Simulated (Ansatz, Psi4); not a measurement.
Intermolecular potential of H4Si ··· HF (SMILES [SiH4] and F). Monomers: optimised at B3LYP-D3(BJ) (def2-TZVP), held rigid. Orientation: lowest of the rigid-body minima from ten starts at GFN2-xTB. Only R, the distance of the centres of mass, is varied, so the lowest point isn't the relaxed dimer.

Levels of theory: SAPT0/jun-cc-pVDZ, frozen core (Psi4); PBE/def2-TZVP, counterpoise-corrected (Psi4); wB97X-D/def2-TZVP, counterpoise-corrected (Psi4); MP2/aug-cc-pVTZ = DF-MP2/aug-cc-pVTZ, frozen core, counterpoise-corrected (Psi4); CCSD(T)/aug-cc-pVDZ = Ansatz (an electronic-structure program) with CCSD(T) on RHF/aug-cc-pVDZ, frozen core, counterpoise-corrected.

Cost and agreement with CCSD(T)/aug-cc-pVDZ over the 11 points of the scan, with CCSD(T)/aug-cc-pVDZ as yardstick. Costs are rough ratios of core time within Psi4 on shared cores, each with its mean field (Kohn-Sham runs search longer for lower solutions than correlated ones do); the miss is the largest difference from CCSD(T) of the interaction energy, in kcal/mol.

Q: Which is the cheapest of these levels that stays within 1.1 kcal/mol of CCSD(T)/aug-cc-pVDZ?

A: SAPT0/jun-cc-pVDZ.

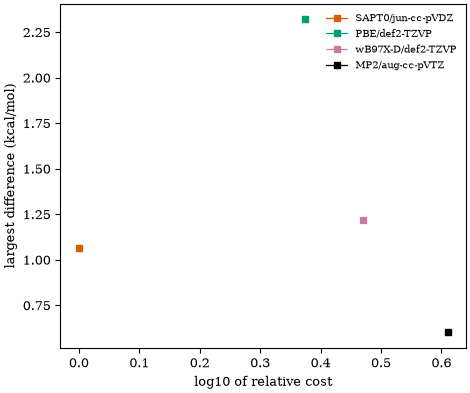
Figure. Miss against cost, one point a level.

```json
[
 {"level": "SAPT0/jun-cc-pVDZ", "relative cost": "1", "largest difference": "1.06"},
 {"level": "PBE/def2-TZVP", "relative cost": "2", "largest difference": "2.32"},
 {"level": "wB97X-D/def2-TZVP", "relative cost": "3", "largest difference": "1.22"},
 {"level": "MP2/aug-cc-pVTZ", "relative cost": "4", "largest difference": "0.60"}
]
```

Costs within a factor of two of each other count as equal.
